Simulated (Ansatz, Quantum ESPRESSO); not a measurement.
# antimonene, 1 layer: the energy at a withheld member of a series

**Set-up.** Quantum ESPRESSO 7.5, PBE, GBRV ultrasoft. Cell and atoms are first relaxed; each strained cell is then held and the atoms relax in it. A periodic run with 15 Å of vacuum in the starting cell gives the vacuum levels, and bands follow along a path. The bands are repeated with spin-orbit coupling and fully relativistic files. The series steps biaxial strain. Energies count from the lowest.

```
biaxial strain  energy (eV)
          -4 %       0.0653
          -3 %       0.0366
          -2 %       0.0165
          -1 %       0.0044
           0 %       0.0000
           1 %       0.0026
           2 %       0.0120
           3 %       0.0276
```

**Question.** What is the energy at 4 %?

By hand: The rows at 2 % and 3 % give a slope of (0.0276 − (0.0120))/(3 − (2)) = 0.0156, so a straight line gives 0.0432 eV. A parabola through these and the row at 1 % gives 0.0494 eV.

What the calculation gave: 0.0493 eV. The line misses by −0.0061 and the parabola by +0.0001 eV. The parabola does better.

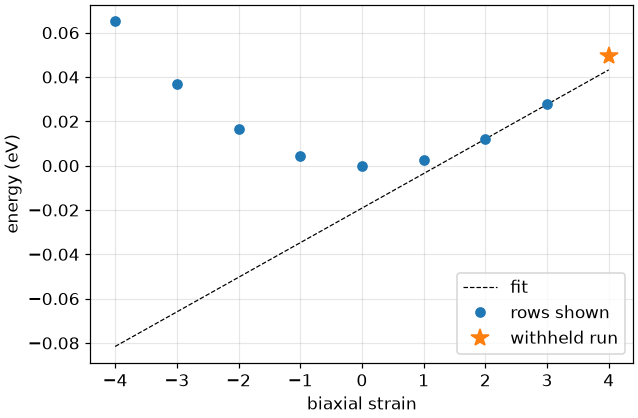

The rows shown, the fit and the withheld run.

**Limits.** Semilocal gaps are too small; the 1×1 cell can't ripple over many cells under compression as a free sheet would. These values are without spin-orbit coupling.

[Logs are printed without paths, hosts, clocks, repeated set-up lines and the standing remarks that a program may print on its own settings, such as how far it seeks lower states.]
